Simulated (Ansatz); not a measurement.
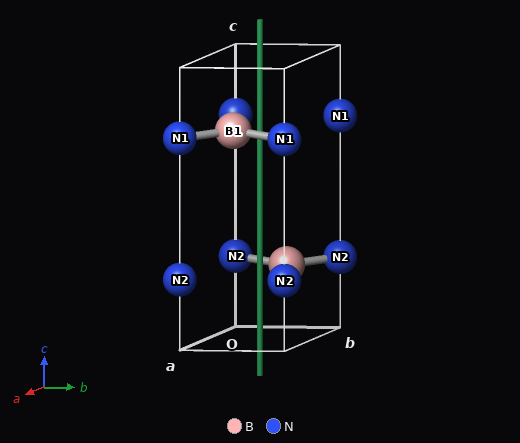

For BN, the input geometry of an electronic-structure calculation (not necessarily at equilibrium): the coloured rod is the axis of a symmetry operation of the crystal. Geometry calculated from the standardised cell; symmetry tolerance 0.002 Å.

a = 2.499 Å, b = 2.499 Å, c = 7.004 Å, α = 90.00°, β = 90.00°, γ = 120.00°.

```json
{"atom": "B1", "x": "0.6667", "y": "0.3333", "z": "0.7500"}
{"atom": "B2", "x": "0.3333", "y": "0.6667", "z": "0.2500"}
{"atom": "N1", "x": "0.0000", "y": "0.0000", "z": "0.7500"}
{"atom": "N2", "x": "0.0000", "y": "0.0000", "z": "0.2500"}
```

Take the operation x, y, z → −x+1, −y+1, z+1/2.

Q: What kind of operation is it, and where does it lie?

A: It is a 2₁ screw rotation with translation (0, 0, 1/2), about the line along [0 0 1] through (1/2, 1/2, 1/2).

Q: Onto which atom does it carry each atom (up to whole multiples of a, b and c)?

A: B1 → B2, B2 → B1, N1 → N2, N2 → N1.

Q: What is the crystal's space group?

A: No. 194, P6_3/mmc.
